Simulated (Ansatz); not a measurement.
**How basis sets differ on CH4BFO (SMILES OCBF)**

CH4BFO: 8 atoms, total charge 0, spin state singlet. As SMILES, `OCBF`. Geometry: relaxed at PBE0-D4/def2-TZVP. This is one conformer, not always the lowest.

Quantity: the HOMO–LUMO gap, in eV. The values are calculated.

```csv
level,kind,program,value (eV)
HF/STO-3G,Hartree–Fock,Ansatz,17.35
HF/3-21G,Hartree–Fock,Ansatz,15.73
HF/6-31G* (spherical functions),Hartree–Fock,Ansatz,16.20
HF/def2-SVP,Hartree–Fock,Ansatz,15.82
```

The values span 15.73 to 17.35 eV. A Hartree–Fock LUMO above zero doesn't converge with the basis: it sinks as sets grow more diffuse. Orbital gaps aren't excitation energies.

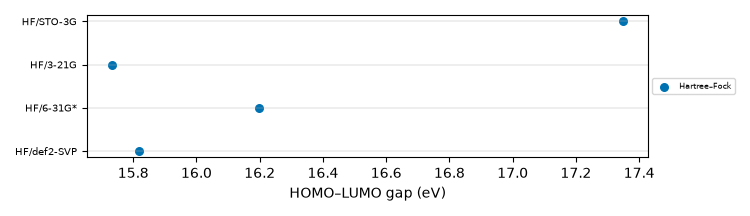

The values of the table, level by level.
